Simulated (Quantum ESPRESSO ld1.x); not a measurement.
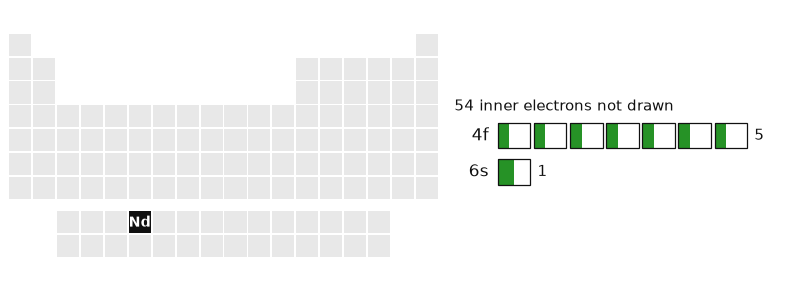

Left, the place of neodymium in the periodic table; right, the outer shells as the input fills them: a box for each of the 2l + 1 orbitals, shaded by the share of the shell that is filled, with the electron count at the right.

Run report: Nd, atomic calculation

- system: Nd, configuration [Xe] 4f5 6s1.
- method: scalar-relativistic Kohn-Sham, revPBE, spin-unpolarised, spherical densities, point nucleus (Quantum ESPRESSO ld1.x)

**Input**
```
 &input
    zed=60.0,
    iswitch=1,
    rel=1,
    dft='REVPBE',
    config='[Xe] 4f5 6s1',
    prefix='ld1',
    max_out_wfc=37,
    file_charge='ld1.rho',
 /
```

**Log**
```
     Program LD1 v.7.5 starts

     Message from routine scf:
     warning: convergence not achieved
     --------------------------- All-electron run ----------------------------

     scalar relativistic calculation

     atomic number is 60.00
     dft =REVPBE   lsd =0 sic =0 latt =0  beta=0.20 tr2=1.0E-14
     Exchange-correlation= REVPBE
                           (   1   4   4   4   0   0   0)
     mesh =2089 r(mesh) = 100.44953 a.u. xmin = -8.00 dx = 0.00800
     1 Ry =  13.60569312 eV, c = 137.03599908

     n l     nl                  e(Ry)          e(Ha)          e(eV)
     1 0     1S 1( 2.00)     -3189.8183     -1594.9091    -43399.6883
     2 0     2S 1( 2.00)      -515.5627      -257.7813     -7014.5878
     2 1     2P 1( 6.00)      -460.7857      -230.3929     -6269.3095
     3 0     3S 1( 2.00)      -111.4696       -55.7348     -1516.6210
     3 1     3P 1( 6.00)       -94.1982       -47.0991     -1281.6312
     4 0     4S 1( 2.00)       -21.8223       -10.9111      -296.9069
     4 1     4P 1( 6.00)       -16.1774        -8.0887      -220.1042
     3 2     3D 1(10.00)       -70.2632       -35.1316      -955.9800
     5 0     5S 1( 2.00)        -2.7601        -1.3801       -37.5537
     5 1     5P 1( 6.00)        -1.4606        -0.7303       -19.8719
     4 2     4D 1(10.00)        -8.1610        -4.0805      -111.0366
     4 3     4F 1( 5.00)         0.0000         0.0000         0.0000
     6 0     6S 1( 1.00)        -0.2671        -0.1335        -3.6336

     final scf error:  9.5E+01 reached in 201 iterations

     Etot =  -18695.042608 Ry,   -9347.521304 Ha, -254359.012646 eV

     Ekin =   20898.641723 Ry,   10449.320861 Ha,  284340.505964 eV
     Encl =  -46084.724187 Ry,  -23042.362093 Ha, -627014.614940 eV
     Eh   =    6923.619311 Ry,    3461.809655 Ha,   94200.639639 eV
     Exc  =    -432.579455 Ry,    -216.289727 Ha,   -5885.543310 eV

     normalization and overlap integrals

     s(1S/1S) =  1.000000  <r> =   0.0236  <r2> =    0.0008  r(max) =   0.0151
     s(1S/2S) = -0.019832
     s(1S/3S) = -0.008531
     s(1S/4S) = -0.004054
     s(1S/5S) = -0.001616
     s(1S/6S) = -0.000445
     s(2S/2S) =  1.000000  <r> =   0.1010  <r2> =    0.0120  r(max) =   0.0852
     s(2S/3S) = -0.005324
     s(2S/4S) = -0.002424
     s(2S/5S) = -0.000958
     s(2S/6S) = -0.000263
     s(2P/2P) =  1.000000  <r> =   0.0888  <r2> =    0.0096  r(max) =   0.0687
     s(2P/3P) = -0.004307
     s(2P/4P) = -0.001853
     s(2P/5P) = -0.000642
     s(3S/3S) =  1.000000  <r> =   0.2663  <r2> =    0.0810  r(max) =   0.2431
     s(3S/4S) = -0.001690
     s(3S/5S) = -0.000648
     s(3S/6S) = -0.000178
     s(3P/3P) =  1.000000  <r> =   0.2644  <r2> =    0.0810  r(max) =   0.2392
     s(3P/4P) = -0.001441
     s(3P/5P) = -0.000486
     s(4S/4S) =  1.000000  <r> =   0.6081  <r2> =    0.4173  r(max) =   0.5676
     s(4S/5S) = -0.000433
     s(4S/6S) = -0.000117
     s(4P/4P) =  1.000000  <r> =   0.6444  <r2> =    0.4723  r(max) =   0.5908
     s(4P/5P) = -0.000327
     s(3D/3D) =  1.000000  <r> =   0.2417  <r2> =    0.0688  r(max) =   0.1959
     s(3D/4D) = -0.001024
     s(5S/5S) =  1.000000  <r> =   1.5001  <r2> =    2.5360  r(max) =   1.3360
     s(5S/6S) = -0.000060
     s(5P/5P) =  1.000000  <r> =   1.7823  <r2> =    3.6244  r(max) =   1.5306
     s(4D/4D) =  1.000000  <r> =   0.7103  <r2> =    0.5860  r(max) =   0.6198
     s(4F/4F) =  0.000000  <r> =   0.0000  <r2> =    0.0000  r(max) = 100.4495
     s(6S/6S) =  1.000000  <r> =   4.7555  <r2> =   25.7533  r(max) =   4.0296

     ------------------------ End of All-electron run ------------------------
```

**Outcome**

- outcome: not converged
- total energy: −9347.5213 hartree
- kinetic energy: 10449.3209 hartree
- electron–nucleus energy: −23042.3621 hartree
- Hartree energy: 3461.8097 hartree
- exchange–correlation energy: −216.289727 hartree
- SCF iterations: 201
- hardware: 1 CPU thread, shared host
- wall time: 3.8 s

**What went wrong**

The run did not meet its convergence test in 201 iterations, so its last values are not results.
